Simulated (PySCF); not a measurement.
## A study: Cl$_{3}$In, SMILES `Cl[In](Cl)Cl`

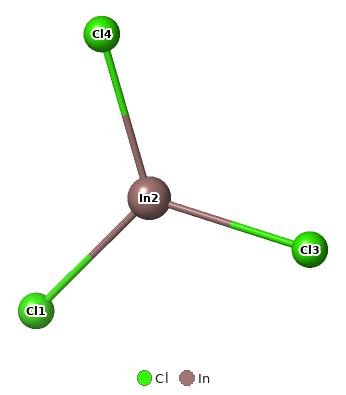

The molecule, with its atoms numbered as below. No frequency check shows the geometry to be a minimum.

Geometry (Å), atoms numbered from 1:

```
Cl1      1.7144   -1.5280    0.0000
In2     -0.0003    0.0000    0.0000
Cl3      0.4666    2.2484    0.0000
Cl4     -2.1800   -0.7204    0.0000
```

Part 1: Bonding charge

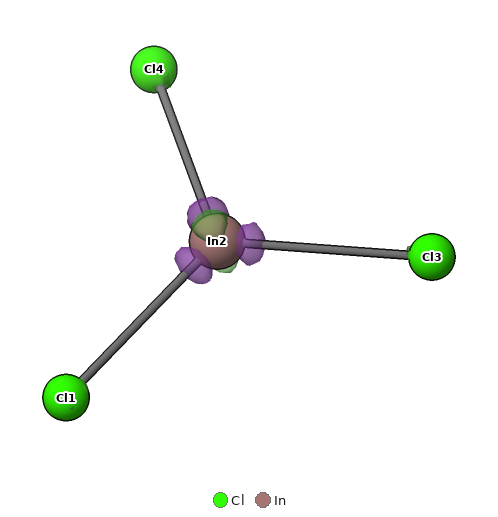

Deformation density (molecule less spherical, spin-averaged free atoms at the same positions), surfaces at ±0.15 e/Å³; purple: gain, green: loss.

Computed with PySCF, HF/def2-SVPD, geometry: GFN2-xTB. Core potentials replace the inner electrons of In; spin–orbit coupling isn't included.

**How much density has each bond gained at its critical point, relative to the free atoms?**

In2–Cl4, In2–Cl3 and Cl1–In2: +0.01 e/Å³ at the bond critical point (bond length 2.30 Å); up to 0.6 Å beside the axis the gain reaches +0.09 e/Å³. In all, 1.3 electrons gather in the regions of gain relative to the promolecule. A small or negative value marks a very polar bond, one between electron-rich atoms, whose free-atom densities already overlap strongly, a long bond to a heavier atom, or a closed-shell contact such as a hydrogen bond.

Part 2: Bond critical points

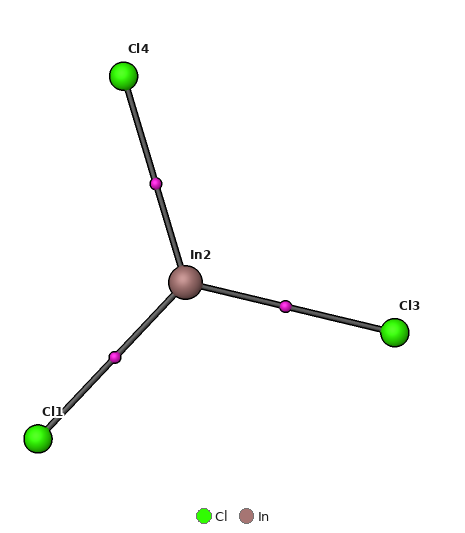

Molecular graph of the electron density (QTAIM): bond paths, bond critical points (magenta), ring points (cyan, if any); weak paths are dashed.

**How many critical points of each kind are there, and does the count close?**

4 nuclei, 3 bond, 0 ring and 0 cage critical points: 4 − 3 + 0 − 0 = 1, as the Poincaré–Hopf relation requires.

**What does the calculation give at each kind of bond critical point?**

```json
{"bond": "In2–Cl4 (3 alike)", "length (Å)": "2.296", "ρ (a.u.)": "0.081", "∇²ρ (a.u.)": "+0.29", "ε": "0.01", "H (a.u.)": "−0.014"}
```

**What kind of interaction is In2–Cl4?**

Polar or intermediate (positive Laplacian, negative energy density H): ρ = 0.081, ∇²ρ = +0.29, H = −0.014 a.u.

Part 3: Local ionisation energy

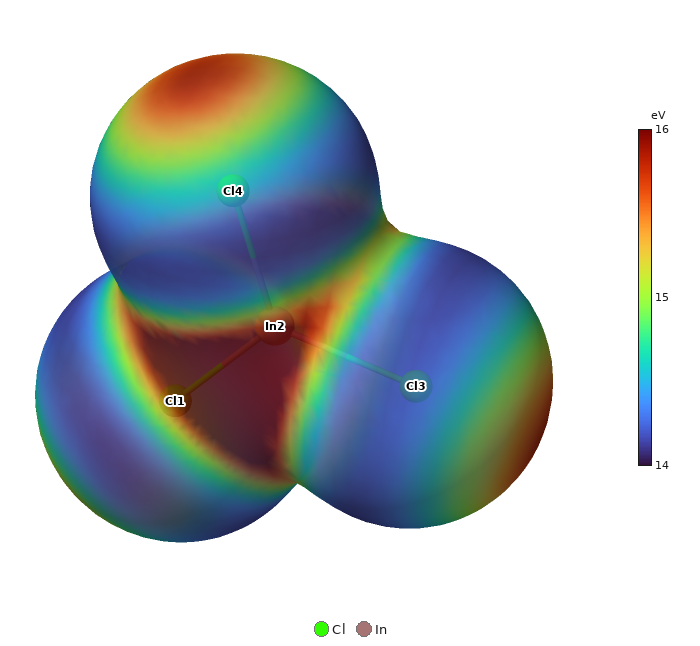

Average local ionisation energy on the surface of electron density 0.001 a.u.

**Where are the most loosely bound electrons on this surface?**

The lowest value is 14.1 eV, 2.1 Å from Cl1, and at like points elsewhere. For comparison, the highest occupied orbital lies at −12.9 eV.

Part 4: In an electric field

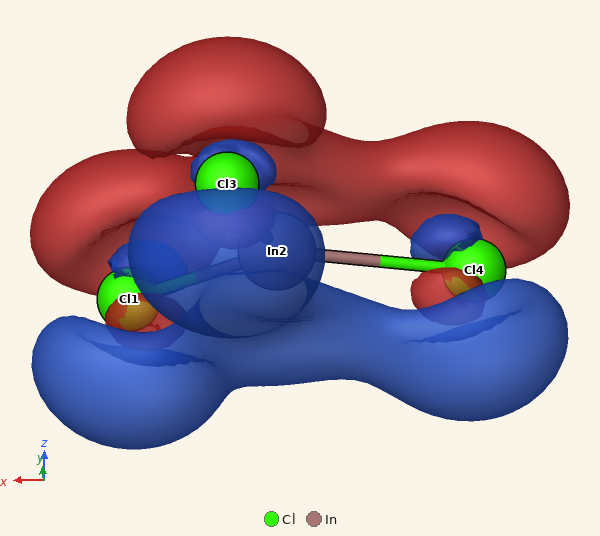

Change of the electron density in a uniform field of 0.51 V/Å, surfaces at ±0.003 e/Å³ (blue: gain, red: loss).

Computed with PySCF, PBE/def2-SVPD, geometry: GFN2-xTB. Core potentials replace the inner electrons of In; spin–orbit coupling isn't included.

**Along which Cartesian direction does the field point?**

Along +z: electrons gather on the −z side, against the field.

**What dipole is induced, and what polarisability does it imply?**

The induced dipole is 1.45 D (along the field); α along this axis, from the fields in both directions, is 57 bohr³ (8.4 Å³).

**Which atoms gain and lose the most charge?**

Electrons gather most on In2 (Hirshfeld charge changes by −0.002 e) and leave Cl1, Cl3 and Cl4 alike most (+0.001 e); 0.142 electrons are displaced in all.

Part 5: Removing or adding an electron

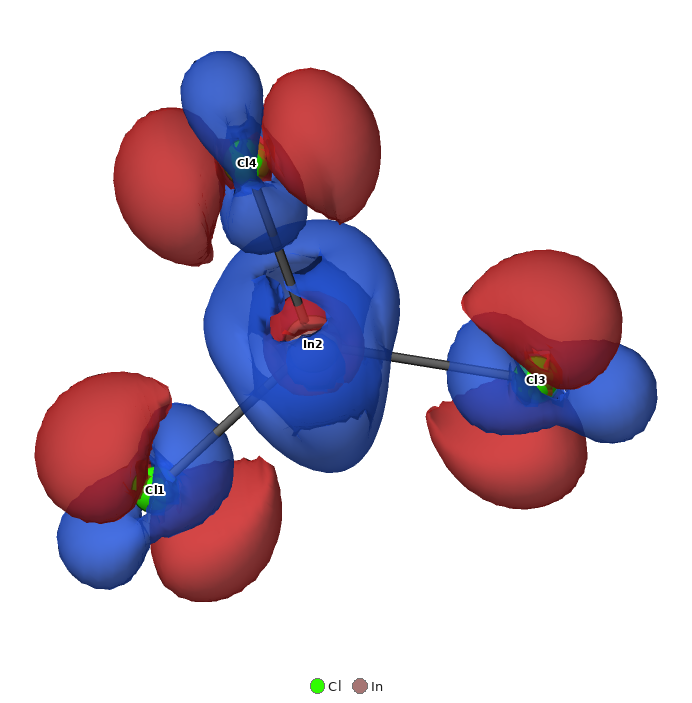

Dual descriptor f⁺ − f⁻ at ±0.02 e/Å³ (blue positive, red negative).

Computed with PySCF, CAM-B3LYP/def2-SVPD, geometry: GFN2-xTB. Core potentials replace the inner electrons of In; spin–orbit coupling isn't included.

**Which atoms come out as electrophilic, and which as nucleophilic?**

Electrophilic (positive): In2 (+0.26). Nucleophilic (negative): Cl1, Cl3 and Cl4 (−0.09). f⁻ (Hirshfeld-condensed) is largest on Cl1, Cl3 and Cl4 (0.29 each); the vertical ionisation energy is 11.92 eV. f⁺ (Hirshfeld-condensed) is largest on In2 (0.39); the vertical electron affinity is 1.46 eV (the stability of the anion's solution wasn't checked).
